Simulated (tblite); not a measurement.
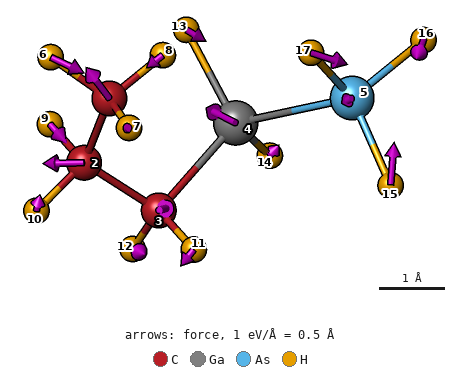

Starting geometry of C3H12AsGa with the computed forces as purple arrows. Style: ball-and-stick. Shown from a free direction.

Level of theory: GFN2-xTB geometry optimisation, gas phase in tblite 0.8.0. 

Question: Is this structure relaxed? If not, where do the atoms go?

Answer: It isn't relaxed: the largest force vector, on the Ga atom, is 1.71 eV/Å. The final displacements follow the starting forces only in part (cosine between the two patterns 0.40). The energy falls by 140.7 kJ/mol in 130 geometry steps. The atom that moves furthest after the best rigid fit is an H atom (0.70 Å). Largest moves by element: H 0.70 Å, As 0.39 Å, Ga 0.39 Å, C 0.22 Å. Some distances before and after: As–Ga 2.453 → 2.792 Å, As–H 1.581 → 1.489 Å, Ga–H 1.645 → 1.573 Å, As–H 1.561 → 1.501 Å. Among the angles between lasting bonds that change: Ga–As–H 106.7° → 148.3°, As–Ga–H 112.8° → 86.1°, H–As–H 111.5° → 90.1°. The run took 1.3 s on 1 thread of Arm Neoverse N1, on a shared host.
